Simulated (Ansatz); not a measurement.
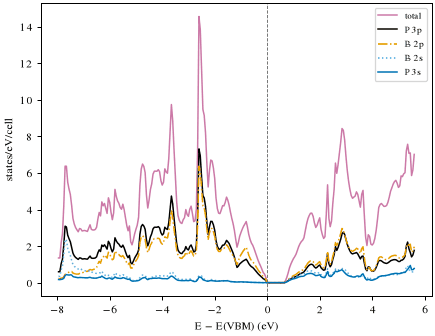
Total and projected density of states of BP in space group Pm-3n (No. 223; B on 6c, P on 6d), plane-wave PAW PBE (Ansatz code)

### Question
Which orbitals carry the states next to the gap?

### Answer
Top 1 eV of the valence band: B 2p 57 %, P 3p 40 %. Bottom 1 eV of the conduction band: B 2p 30 %, P 3p 23 %, B 2s 20 %, P 3s 15 %, outside the projected shells 11 %. Projections are on Löwdin-orthogonalised atomic valence shells; empty p or d shells of many metals are not among them.

### Question
Where is the tallest occupied peak in this window, and what makes it?

### Answer
Near -2.6 eV, about 15 states/eV per cell; the largest projected share is P 3p.

The start of the workflow was typed in or built on a structure type; neither database checked (COD, Materials Project) lists it. It is not the phase usual at ambient conditions (space group No. 216). The cell was relaxed with PBE under the symmetry of its start; whether a distortion lowers the energy is not shown.

Potentials: the later of the program's two PAW sets.
